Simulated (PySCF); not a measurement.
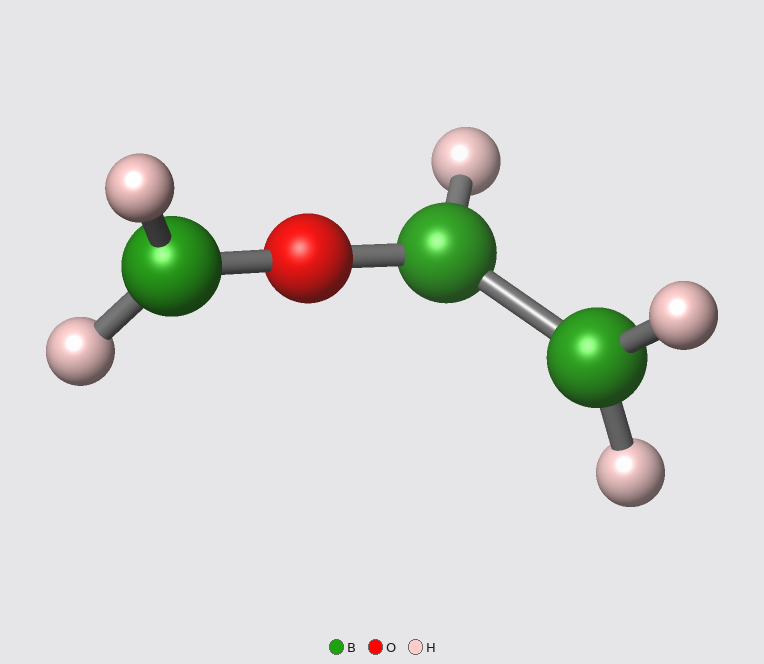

Computed geometry: GFN2-xTB optimisation. No frequency run is at hand to confirm it as a minimum.

Draw it as a skeletal formula.

SMILES: BBOB

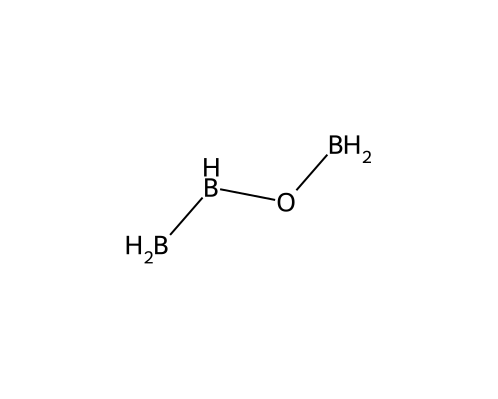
